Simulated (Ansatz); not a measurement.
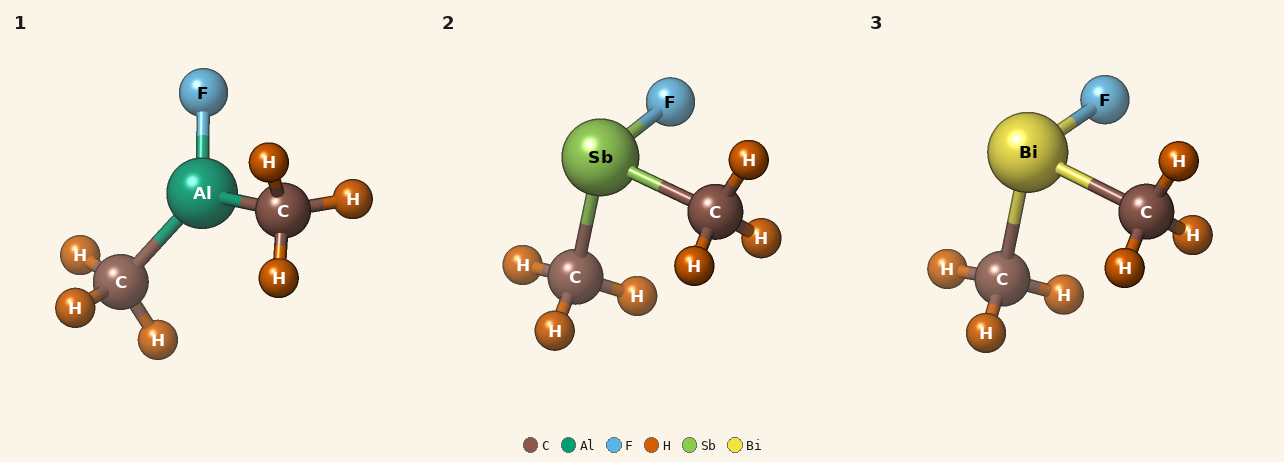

3 molecules with one skeleton, seen from the same side and at one scale. Charge 0, singlet. Computed geometries: PBE0-D4/def2-TZVP optimisations, one conformation each. Properties computed with Ansatz 0.2.0. Elements past Kr carry core potentials.

One atom differs, called X below: Al in panel 1, Sb in panel 2, Bi in panel 3. Their formulas are C2H6AlF (`[CH3][Al]([CH3])[F]`), C2H6FSb (`[CH3][Sb]([CH3])[F]`), C2H6BiF (`[CH3][Bi]([CH3])[F]`).

**Rank them by the length of X–F, lowest first (PBE0-D4/def2-TZVP).**

1 (Al), 2 (Sb), 3 (Bi).

**Rank them by the dipole moment, lowest first (r2SCAN-D4/def2-TZVPP).**

1 (Al), 2 (Sb), 3 (Bi).

Give the values. With PBE0-D4/def2-TZVP: mean length of X–C (Å), length of X–F (Å), angle C–X–C (°). With PBE0-D4/def2-TZVPP: HOMO energy (Kohn–Sham orbital) (eV), HOMO–LUMO gap (eV). With r2SCAN-D4/def2-TZVPP: dipole moment (D).

| quantity | 1 (Al) | 2 (Sb) | 3 (Bi) |
| --- | --- | --- | --- |
| mean length of X–C (Å) | 1.942 | 2.143 | 2.238 |
| length of X–F (Å) | 1.659 | 1.931 | 2.033 |
| angle C–X–C (°) | 126.3 | 94.0 | 92.4 |
| HOMO energy (Kohn–Sham orbital) (eV) | −7.92 | −7.04 | −7.16 |
| HOMO–LUMO gap (eV) | 7.65 | 6.16 | 6.12 |
| dipole moment (D) | 1.84 | 2.65 | 3.24 |
